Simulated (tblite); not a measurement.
# Geometry relaxation of CH9NOSi4 (part 1 of 2)

- system: CH9NOSi4, SMILES N#C[Si]([SiH3])([SiH3])O[SiH3]
- method: GFN2-xTB geometry optimisation, gas phase (tblite 0.8.0)

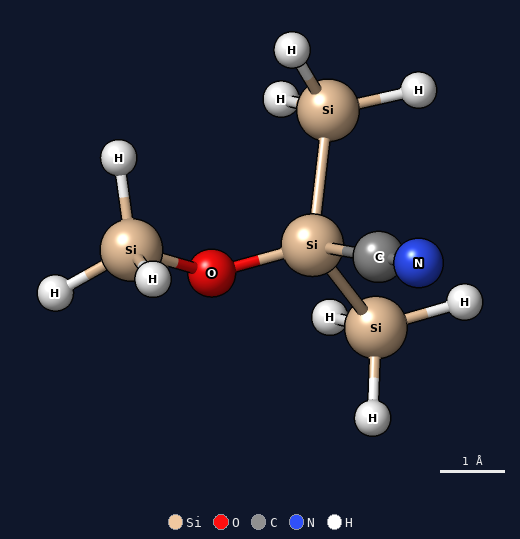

Figure 1. The structure as given in the input (ball-and-stick view, seen at a tilt).

### Summary

| quantity | value |
| --- | --- |
| outcome | converged |
| total energy | −562.6171 eV |
| hardware | 1 CPU thread, shared host |
| wall time | 3.3 s |
| peak memory | 0.18 GiB |

### Input
```
{"job": {"kind": "relax", "xc": "GFN2-xTB", "basis": "xTB"}, "charge": 0, "multiplicity": 1}
Si    -0.156435     0.121410     0.358902
Si    -1.891960     1.685793     0.301173
Si    -1.097643    -1.775803    -0.499598
O      1.128498     0.671907    -0.547649
Si     2.698013     0.199732    -0.866556
C      0.206557    -0.188096     2.158716
N      0.458046    -0.401910     3.270493
H     -1.432165     2.978909     0.873112
H     -2.314549     1.924414    -1.113700
H     -3.064759     1.198317     1.060949
H     -2.303329    -2.177215     0.279642
H     -0.120580    -2.878120    -0.502192
H     -1.499725    -1.553543    -1.913496
H      3.267561     1.104636    -1.876614
H      3.466196     0.274894     0.387719
H      2.662207    -1.179780    -1.392001
```

The first line tells a small driver script what to run in tblite; the rest is the geometry in Å.

Run as:
```bash
OMP_NUM_THREADS=1 python <driver script> task.json out
```

### Output
```
step      E/eV     max force
  0    -562.22582    1.640
  1    -562.22429    4.505
  2    -562.32596    0.677
  3    -562.35919    0.532
  4    -562.39076    0.919
  5    -562.41913    0.810
  6    -562.44843    0.342
  7    -562.46658    0.288
  8    -562.47898    0.510
  9    -562.49117    0.470
 10    -562.50326    0.242
 11    -562.51346    0.264
 12    -562.52196    0.252
 13    -562.52853    0.250
 14    -562.53364    0.199
 15    -562.53871    0.163
 16    -562.54274    0.120
 17    -562.54526    0.145
 18    -562.54732    0.139
 19    -562.54920    0.133
 20    -562.55096    0.127
 21    -562.55294    0.136
 22    -562.55524    0.159
 23    -562.55779    0.157
 24    -562.56027    0.163
 25    -562.56250    0.122
 26    -562.56512    0.143
 27    -562.56927    0.257
 28    -562.57548    0.328
 29    -562.58278    0.284
 30    -562.58854    0.167
 31    -562.59055    0.086
 32    -562.59117    0.071
 33    -562.59216    0.107
 34    -562.59371    0.212
 35    -562.59627    0.207
 36    -562.59947    0.470
 37    -562.60249    0.220
 38    -562.60444    0.111
 39    -562.60523    0.066
 40    -562.60589    0.125
 41    -562.60671    0.144
 42    -562.60779    0.129
 43    -562.60902    0.095
 44    -562.60993    0.060
 45    -562.61039    0.053
 46    -562.61063    0.036
 47    -562.61081    0.040
 48    -562.61102    0.043
 49    -562.61126    0.045
 50    -562.61154    0.044
 51    -562.61186    0.059
 52    -562.61214    0.053
 53    -562.61232    0.047
 54    -562.61243    0.035
 55    -562.61253    0.039
 56    -562.61273    0.056
 57    -562.61308    0.065
 58    -562.61352    0.086
 59    -562.61387    0.075
 60    -562.61408    0.034
 61    -562.61423    0.041
 62    -562.61446    0.071
 63    -562.61480    0.090
 64    -562.61512    0.070
 65    -562.61529    0.042
 66    -562.61537    0.020
 67    -562.61542    0.028
 68    -562.61550    0.057
 69    -562.61562    0.048
 70    -562.61575    0.051
 71    -562.61582    0.023
 72    -562.61585    0.011
 73    -562.61586    0.020
 74    -562.61588    0.017
 75    -562.61590    0.014
 76    -562.61593    0.020
 77    -562.61596    0.023
 78    -562.61598    0.020
 79    -562.61600    0.013
 80    -562.61601    0.010
 81    -562.61603    0.015
 82    -562.61606    0.023
 83    -562.61609    0.030
 84    -562.61613    0.029
 85    -562.61619    0.018
 86    -562.61624    0.018
 87    -562.61630    0.022
 88    -562.61636    0.022
 89    -562.61642    0.024
 90    -562.61647    0.024
 91    -562.61652    0.022
 92    -562.61657    0.016
 93    -562.61662    0.020
 94    -562.61667    0.022
 95    -562.61672    0.023
 96    -562.61677    0.020
 97    -562.61680    0.019
 98    -562.61684    0.022
 99    -562.61688    0.018
100    -562.61691    0.016
101    -562.61693    0.013
102    -562.61696    0.018
103    -562.61699    0.020
104    -562.61702    0.016
105    -562.61704    0.036
106    -562.61706    0.010
107    -562.61707    0.009
108    -562.61709    0.011
109    -562.61710    0.011
110    -562.61712    0.009
111    -562.61713    0.009
112    -562.61713    0.010
113    -562.61714    0.010
114    -562.61715    0.007
```

### Trajectory as extended XYZ (Å, eV, eV/Å), 30 frames, from step=0 to step=114
```
16
Properties=species:S:1:pos:R:3:forces:R:3 step=0 energy=-562.22582
Si   -0.1564    0.1214    0.3589   -0.4270   0.7080  -0.6020
Si   -1.8920    1.6858    0.3012    0.3350   0.5390  -0.1300
Si   -1.0976   -1.7758   -0.4996    0.0010  -0.6460  -0.2610
O     1.1285    0.6719   -0.5476    0.4930  -0.6670   0.4740
Si    2.6980    0.1997   -0.8666   -0.3120   0.1060   0.0650
C     0.2066   -0.1881    2.1587    0.7800  -0.2600   1.4190
N     0.4580   -0.4019    3.2705   -0.3950   0.2640  -1.3120
H    -1.4322    2.9789    0.8731   -0.3260  -0.2210  -0.1490
H    -2.3145    1.9244   -1.1137    0.0550  -0.0520   0.5040
H    -3.0648    1.1983    1.0609    0.2620   0.1080  -0.1800
H    -2.3033   -2.1772    0.2796    0.3890   0.1260  -0.2760
H    -0.1206   -2.8781   -0.5022   -0.2120  -0.0990  -0.0490
H    -1.4997   -1.5535   -1.9135    0.0150  -0.0960   0.3420
H     3.2676    1.1046   -1.8766   -0.3490  -0.0210   0.1820
H     3.4662    0.2749    0.3877   -0.2250  -0.0180  -0.1660
H     2.6622   -1.1798   -1.3920   -0.0820   0.2300   0.1370
16
Properties=species:S:1:pos:R:3:forces:R:3 step=4 energy=-562.39076
Si   -0.1932    0.1568    0.3309    0.0140  -0.3130   0.1660
Si   -1.8716    1.7220    0.2949    0.0160   0.0170   0.0750
Si   -1.0865   -1.8094   -0.5134    0.2440   0.1630   0.0710
O     1.1539    0.6192   -0.5004   -0.1240  -0.0920   0.2100
Si    2.6901    0.1995   -0.8612    0.0710  -0.0760   0.0480
C     0.2476   -0.1824    2.1455    0.2150  -0.0480   0.4820
N     0.4478   -0.3999    3.2620   -0.1530   0.1660  -0.8910
H    -1.4591    2.9816    0.8675   -0.0620   0.4410   0.1250
H    -2.3137    1.9242   -1.0782   -0.0990   0.1060  -0.1440
H    -3.0325    1.2111    1.0407    0.1430   0.0460  -0.0540
H    -2.2741   -2.1701    0.2578   -0.0150  -0.0590  -0.0070
H    -0.1321   -2.9024   -0.5078    0.0540  -0.3270  -0.0500
H    -1.5024   -1.5645   -1.8928   -0.0720  -0.0850  -0.1150
H     3.2308    1.1080   -1.8621   -0.2360   0.1590  -0.0220
H     3.4473    0.2736    0.3763    0.0460   0.0060   0.1350
H     2.6538   -1.1619   -1.3807   -0.0430  -0.1050  -0.0280
16
Properties=species:S:1:pos:R:3:forces:R:3 step=8 energy=-562.47898
Si   -0.2185    0.1359    0.3372    0.0220   0.0620  -0.1370
Si   -1.8401    1.7716    0.2973    0.0210   0.1340  -0.0430
Si   -1.0394   -1.8282   -0.5200   -0.1220  -0.2640  -0.1030
O     1.1616    0.5606   -0.4289    0.0490   0.1520  -0.1710
Si    2.6903    0.1874   -0.8450    0.0280  -0.0390   0.0550
C     0.2910   -0.1653    2.1051   -0.1860   0.0060  -0.1510
N     0.4415   -0.3908    3.2166    0.1850  -0.0700   0.4700
H    -1.4976    3.0647    0.8824   -0.0470   0.1000  -0.0330
H    -2.3298    1.9480   -1.0737    0.0410   0.1270  -0.0220
H    -2.9876    1.2269    1.0223   -0.0270   0.0060   0.1000
H    -2.2468   -2.1760    0.2366    0.0400  -0.0660   0.0230
H    -0.1370   -2.9817   -0.5238   -0.0390  -0.0430  -0.0490
H    -1.5136   -1.5929   -1.8925    0.0810  -0.0790  -0.0100
H     3.1472    1.1424   -1.8515   -0.1940   0.0450   0.0570
H     3.4452    0.2735    0.3955    0.1100  -0.0140   0.0430
H     2.6397   -1.1707   -1.3786    0.0380  -0.0540  -0.0300
16
Properties=species:S:1:pos:R:3:forces:R:3 step=12 energy=-562.52196
Si   -0.2224    0.1265    0.3191   -0.0440   0.0330   0.0690
Si   -1.8252    1.8186    0.2938   -0.0240  -0.0860   0.0280
Si   -1.0349   -1.8776   -0.5381    0.0600   0.1530   0.0730
O     1.1673    0.5699   -0.4335   -0.0840  -0.0460   0.0330
Si    2.6978    0.1724   -0.8251   -0.0520   0.0340  -0.0070
C     0.2729   -0.1697    2.1150   -0.0840  -0.0740   0.1370
N     0.4719   -0.3866    3.2262    0.0270   0.0700  -0.2410
H    -1.5266    3.1328    0.8812   -0.0270  -0.0980  -0.1000
H    -2.3276    1.9954   -1.0803    0.0760   0.1040   0.0980
H    -2.9657    1.2411    1.0351    0.1360   0.1210  -0.0370
H    -2.2320   -2.2011    0.2372   -0.0300  -0.0990   0.0390
H    -0.1444   -3.0387   -0.5448   -0.0100  -0.0410  -0.0350
H    -1.5014   -1.6288   -1.9058    0.0360  -0.0870  -0.0800
H     3.0599    1.1699   -1.8319   -0.0350  -0.0470   0.0760
H     3.4721    0.2683    0.4138   -0.0140  -0.0540  -0.1320
H     2.6444   -1.1868   -1.3829    0.0690   0.1180   0.0790
16
Properties=species:S:1:pos:R:3:forces:R:3 step=16 energy=-562.54274
Si   -0.2371    0.1279    0.3217   -0.0760  -0.0840  -0.0030
Si   -1.8111    1.8312    0.2933    0.0500   0.0180  -0.0290
Si   -1.0251   -1.8840   -0.5376   -0.0650  -0.0850  -0.0330
O     1.1543    0.5617   -0.4244   -0.0410  -0.0250   0.0660
Si    2.6851    0.1739   -0.8143   -0.0590   0.0440  -0.0050
C     0.2429   -0.1799    2.1148   -0.0140   0.0140  -0.0760
N     0.4993   -0.3766    3.2152    0.0320  -0.0100   0.0660
H    -1.5458    3.1519    0.8614    0.0820   0.0290   0.0090
H    -2.3115    2.0428   -1.0672    0.0190   0.0450  -0.0620
H    -2.9356    1.2694    1.0406   -0.0940  -0.0060   0.0750
H    -2.2231   -2.2335    0.2408    0.0650  -0.0280  -0.0400
H    -0.1547   -3.0709   -0.5627   -0.0340   0.1090   0.0120
H    -1.4846   -1.6679   -1.9217    0.0530  -0.0480   0.0650
H     3.0072    1.1808   -1.8104    0.0480   0.0800  -0.0640
H     3.4849    0.2548    0.4001    0.0150  -0.0070   0.0190
H     2.6610   -1.1762   -1.3706    0.0200  -0.0450   0.0000
16
Properties=species:S:1:pos:R:3:forces:R:3 step=20 energy=-562.55096
Si   -0.2576    0.1121    0.3229   -0.0050   0.0200   0.0010
Si   -1.8063    1.8368    0.2909   -0.0900   0.0300   0.0210
Si   -1.0318   -1.8951   -0.5403    0.0100   0.0020   0.0090
O     1.1401    0.5537   -0.4095    0.0230  -0.0400   0.0130
Si    2.6720    0.1832   -0.8137    0.0260   0.0040  -0.0200
C     0.2296   -0.1851    2.1147    0.0300  -0.0190   0.0560
N     0.5141   -0.3720    3.2107   -0.0100   0.0080  -0.0370
H    -1.5332    3.1605    0.8542    0.0900  -0.0140   0.0130
H    -2.2992    2.0703   -1.0726    0.0180   0.0020  -0.0020
H    -2.9373    1.2843    1.0532    0.0070   0.0610  -0.0330
H    -2.2146   -2.2555    0.2384   -0.0910  -0.0590   0.0310
H    -0.1590   -3.0658   -0.5661    0.1060  -0.0620   0.0280
H    -1.4697   -1.6920   -1.9228   -0.0350  -0.0010  -0.0880
H     2.9973    1.1970   -1.8114   -0.0180  -0.0090   0.0290
H     3.4899    0.2485    0.3941   -0.0430   0.0280  -0.0220
H     2.6717   -1.1752   -1.3638   -0.0180   0.0490   0.0010
16
Properties=species:S:1:pos:R:3:forces:R:3 step=24 energy=-562.56027
Si   -0.2891    0.0987    0.3243    0.0510   0.0360   0.0540
Si   -1.8176    1.8566    0.2908    0.1590  -0.0290  -0.0170
Si   -1.0416   -1.9205   -0.5454    0.0070  -0.0370  -0.0020
O     1.1284    0.5279   -0.3829   -0.0260  -0.0020  -0.0550
Si    2.6603    0.1960   -0.8166   -0.0390  -0.0180   0.0480
C     0.2212   -0.1944    2.1163   -0.0430   0.0060  -0.0590
N     0.5327   -0.3663    3.2070   -0.0020  -0.0070   0.0070
H    -1.4855    3.1695    0.8509    0.0470  -0.0340   0.0150
H    -2.2785    2.1073   -1.0810   -0.0250  -0.0090   0.0230
H    -2.9446    1.3233    1.0619   -0.0840   0.0600  -0.0160
H    -2.2248   -2.3026    0.2377    0.0220  -0.0250  -0.0750
H    -0.1338   -3.0736   -0.5602    0.0080   0.0300   0.0310
H    -1.4597   -1.7266   -1.9434   -0.0220  -0.0240   0.0550
H     2.9764    1.2199   -1.8057   -0.0460  -0.0010   0.0160
H     3.4835    0.2518    0.3830    0.0200   0.0660   0.0520
H     2.6785   -1.1614   -1.3579   -0.0260  -0.0130  -0.0770
16
Properties=species:S:1:pos:R:3:forces:R:3 step=28 energy=-562.57548
Si   -0.3204    0.0829    0.3369   -0.1120  -0.2370  -0.1970
Si   -1.7923    1.8744    0.2903   -0.1980   0.0110   0.0630
Si   -1.0489   -1.9637   -0.5493    0.0590   0.1010   0.0510
O     1.1016    0.4907   -0.3684   -0.0310   0.0590  -0.0530
Si    2.6377    0.2059   -0.8058    0.0770  -0.0250  -0.0250
C     0.1986   -0.2085    2.1150    0.0540  -0.0060   0.1800
N     0.5550   -0.3603    3.1954   -0.0430  -0.0190  -0.0330
H    -1.3878    3.1664    0.8543    0.0270  -0.0390   0.0050
H    -2.2556    2.1544   -1.0802    0.0370  -0.0310   0.0860
H    -2.9773    1.4150    1.0562    0.1960   0.1140  -0.1460
H    -2.2379   -2.3858    0.2074    0.0720  -0.0050  -0.0710
H    -0.0859   -3.0762   -0.5356   -0.0630   0.0680   0.0140
H    -1.4577   -1.7861   -1.9553    0.0190  -0.0260   0.1090
H     2.9250    1.2497   -1.7868   -0.0510  -0.0210   0.0340
H     3.4765    0.2870    0.3859   -0.0410   0.0220  -0.0010
H     2.6754   -1.1404   -1.3810   -0.0040   0.0320  -0.0150
16
Properties=species:S:1:pos:R:3:forces:R:3 step=32 energy=-562.59117
Si   -0.3661    0.0426    0.3332    0.0340   0.0230   0.0280
Si   -1.7774    1.8920    0.2952    0.0440   0.0120  -0.0220
Si   -1.0498   -1.9984   -0.5460    0.0070  -0.0160   0.0010
O     1.0655    0.4540   -0.3590   -0.0190   0.0140  -0.0410
Si    2.6122    0.2172   -0.7963   -0.0370   0.0140  -0.0160
C     0.1748   -0.2233    2.1195    0.0020  -0.0100  -0.0080
N     0.5739   -0.3578    3.1867   -0.0520  -0.0160   0.0020
H    -1.2769    3.1496    0.8561    0.0210  -0.0130   0.0220
H    -2.2240    2.2027   -1.0677    0.0260  -0.0090  -0.0360
H    -2.9917    1.5304    1.0349    0.0140  -0.0020   0.0310
H    -2.2397   -2.4780    0.1641    0.0180   0.0030   0.0290
H    -0.0448   -3.0649   -0.5064    0.0020  -0.0230   0.0080
H    -1.4504   -1.8555   -1.9521    0.0230   0.0170  -0.0060
H     2.8651    1.2797   -1.7630   -0.0340   0.0280  -0.0150
H     3.4610    0.3266    0.3861   -0.0670  -0.0230   0.0050
H     2.6742   -1.1114   -1.4065    0.0180   0.0010   0.0180
16
Properties=species:S:1:pos:R:3:forces:R:3 step=36 energy=-562.59947
Si   -0.3903    0.0181    0.3399   -0.1440   0.0750  -0.0270
Si   -1.7517    1.9142    0.2879    0.1000  -0.0760  -0.0060
Si   -1.0443   -2.0323   -0.5404   -0.0180  -0.0470  -0.0220
O     1.0211    0.4400   -0.3804   -0.0550   0.0080  -0.0020
Si    2.5714    0.2381   -0.8045    0.0500   0.0110  -0.0300
C     0.1522   -0.2442    2.1241   -0.1170   0.0570  -0.4380
N     0.5590   -0.3668    3.1859    0.1070  -0.0770   0.4510
H    -1.1803    3.1317    0.8672    0.0200   0.0260  -0.0080
H    -2.1737    2.2431   -1.0806    0.0310  -0.0080   0.0180
H    -2.9762    1.6220    1.0382   -0.0220  -0.0240   0.0140
H    -2.2279   -2.5515    0.1567    0.0380   0.0430   0.0040
H    -0.0156   -3.0760   -0.4829    0.0070  -0.0200   0.0020
H    -1.4226   -1.9030   -1.9575    0.0230   0.0170   0.0600
H     2.7893    1.3230   -1.7516    0.0070   0.0300  -0.0400
H     3.4045    0.3353    0.3853   -0.0090   0.0280   0.0720
H     2.6911   -1.0860   -1.4083   -0.0170  -0.0410  -0.0490
16
Properties=species:S:1:pos:R:3:forces:R:3 step=40 energy=-562.60589
Si   -0.4004    0.0154    0.3370    0.0340  -0.0260   0.0060
Si   -1.7323    1.9146    0.2861   -0.0130   0.0200   0.0290
Si   -1.0353   -2.0423   -0.5343    0.0070  -0.0170   0.0160
O     1.0000    0.4405   -0.4046   -0.0070  -0.0110  -0.0170
Si    2.5574    0.2470   -0.8154   -0.0220   0.0030   0.0140
C     0.1564   -0.2490    2.1183    0.0120  -0.0080   0.0950
N     0.5266   -0.3815    3.1971   -0.0600  -0.0070  -0.1090
H    -1.1367    3.1155    0.8793    0.0000   0.0210  -0.0510
H    -2.1498    2.2355   -1.0861    0.0420   0.0270   0.0320
H    -2.9654    1.6473    1.0342   -0.0080  -0.0240   0.0060
H    -2.2179   -2.5598    0.1583   -0.0150   0.0080   0.0320
H    -0.0024   -3.0808   -0.4667    0.0050  -0.0180  -0.0140
H    -1.4126   -1.9006   -1.9467    0.0180  -0.0080  -0.0090
H     2.7673    1.3402   -1.7588    0.0260  -0.0190  -0.0020
H     3.3598    0.3442    0.3990   -0.0060   0.0290  -0.0010
H     2.6912   -1.0805   -1.4176   -0.0130   0.0290  -0.0270
16
Properties=species:S:1:pos:R:3:forces:R:3 step=44 energy=-562.60993
Si   -0.4189   -0.0013    0.3368    0.0050   0.0100   0.0150
Si   -1.7152    1.9247    0.2968    0.0250  -0.0360  -0.0220
Si   -1.0289   -2.0692   -0.5247   -0.0300  -0.0260  -0.0250
O     0.9674    0.4290   -0.4267    0.0160  -0.0060  -0.0020
Si    2.5310    0.2617   -0.8189    0.0380   0.0010  -0.0280
C     0.1411   -0.2583    2.1172   -0.0240  -0.0140  -0.0220
N     0.4974   -0.3996    3.1984   -0.0060  -0.0120   0.0220
H    -1.0783    3.1132    0.8645    0.0060   0.0520   0.0270
H    -2.0994    2.2638   -1.0778   -0.0120   0.0140  -0.0210
H    -2.9576    1.6855    1.0365   -0.0160   0.0000   0.0170
H    -2.2136   -2.5898    0.1691    0.0380   0.0160  -0.0160
H     0.0175   -3.0962   -0.4573   -0.0220  -0.0060   0.0040
H    -1.3876   -1.9253   -1.9450    0.0030  -0.0260   0.0480
H     2.7404    1.3591   -1.7599    0.0150  -0.0270   0.0270
H     3.3188    0.3659    0.4063   -0.0220   0.0200  -0.0290
H     2.6918   -1.0574   -1.4362   -0.0150   0.0410   0.0040
16
Properties=species:S:1:pos:R:3:forces:R:3 step=48 energy=-562.61102
Si   -0.4153   -0.0012    0.3352    0.0070   0.0030  -0.0050
Si   -1.7112    1.9250    0.2974   -0.0050   0.0310  -0.0030
Si   -1.0267   -2.0713   -0.5250    0.0150   0.0140   0.0160
O     0.9712    0.4279   -0.4279    0.0000   0.0010   0.0030
Si    2.5347    0.2613   -0.8201   -0.0080   0.0050  -0.0020
C     0.1395   -0.2597    2.1161   -0.0040  -0.0230   0.0360
N     0.4908   -0.4037    3.1990   -0.0190  -0.0050  -0.0210
H    -1.0876    3.1263    0.8639   -0.0130  -0.0200   0.0050
H    -2.0992    2.2664   -1.0774   -0.0050   0.0000   0.0030
H    -2.9541    1.6779    1.0386    0.0190   0.0080  -0.0050
H    -2.2092   -2.5823    0.1727   -0.0130  -0.0090   0.0110
H     0.0117   -3.1054   -0.4604   -0.0040  -0.0100   0.0100
H    -1.3870   -1.9278   -1.9408   -0.0150  -0.0180  -0.0190
H     2.7435    1.3560   -1.7588    0.0280   0.0260  -0.0190
H     3.3166    0.3703    0.4056    0.0110   0.0120   0.0040
H     2.6881   -1.0542   -1.4392    0.0060  -0.0150  -0.0130
```
